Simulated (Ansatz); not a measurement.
Consider CaBI5.

Input file:

```
crystal:
  lattice:
    - [5.4022829396, 0.0, 0.0]
    - [0.0, 5.4022829396, 0.0]
    - [0.0, 0.0, 7.8137154594]
  atoms:
    - { symbol: Ca, position: [0.0, 0.0, 0.5] }
    - { symbol: B, position: [0.5, 0.5, 0.0] }
    - { symbol: I, position: [0.0, 0.0, 0.0] }
    - { symbol: I, position: [0.5, 0.0, 0.7238217045] }
    - { symbol: I, position: [0.0, 0.5, 0.7238217045] }
    - { symbol: I, position: [0.5, 0.0, 0.2761782955] }
    - { symbol: I, position: [0.0, 0.5, 0.2761782955] }
kpoints:
  mp_grid: { grid: [4, 4, 4] }
hamiltonian:
  xc: r2scan
  dispersion: rvv10
scf:
  occupations: { method: fermi_dirac, width: 0.03 }
relax:
  f_tol: 0.01
  cell: {}
  max_steps: 120
output:
  write_density: true
  write_potential: true
  elf: true
  volumetric_format: npy
```

Command:

```sh
ansatz run input.yaml --threads 4 --pin off --max-ram 4608MiB --backend cpu --events-out ev --progress --plain --runs-dir out
```

Below, planes, directions and counts refer to the conventional cell (a = 5.51 Å, b = 5.51 Å, c = 7.96 Å, α = 90.00°, β = 90.00°, γ = 90.00°).

The fields are those of the run's last geometry, not of the input's.

Space group P4/mmm; a structure from a database of computed crystals, not necessarily the ambient phase; started from the SiSnPd5-123 prototype, which need not be the ambient phase.

All numbers below come from DFT, r2SCAN+rVV10, plane waves, PAW (Ansatz 0.2.0).

Predict the valence pseudo-density and electron localisation function between the atoms.

Answer. Ca–I (3.27 Å): ρ is about 0.15 e/Å³ halfway, with its minimum of 0.11 e/Å³ about 1.4 Å from Ca; the ELF peaks at about 0.80 in the valence shell of I, 1.3 Å from its nucleus, and drops to about 0.05 between the two atoms (a closed-shell, largely ionic contact).
B–I (3.54 Å): ρ at the midpoint is about 0.09 e/Å³, with its minimum of 0.07 e/Å³ about 1.5 Å from B; the ELF is about 0.30 at the midpoint and 0.10 at its lowest between the atoms; no shared electron pair shows on this line.

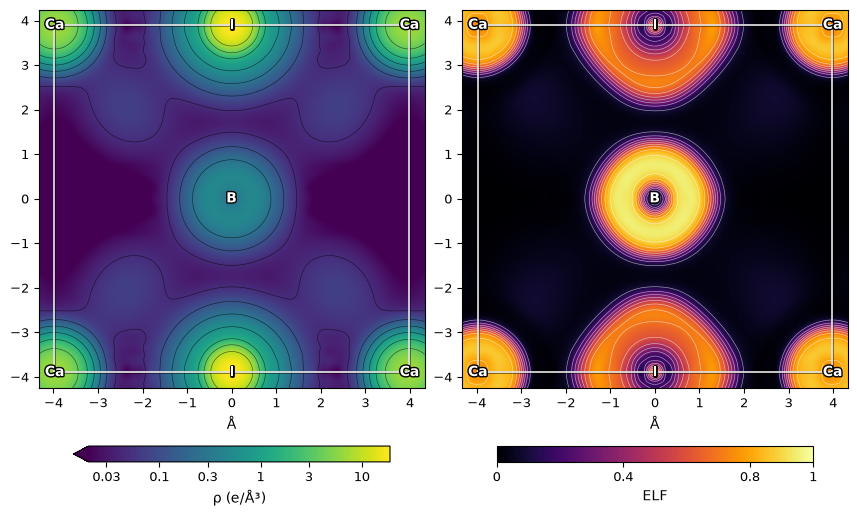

Computed valence pseudo-density and electron localisation function on the (110) plane of the conventional cell, in this order. 

In a PAW calculation such maps are meaningful between the atoms, not at the nuclei.
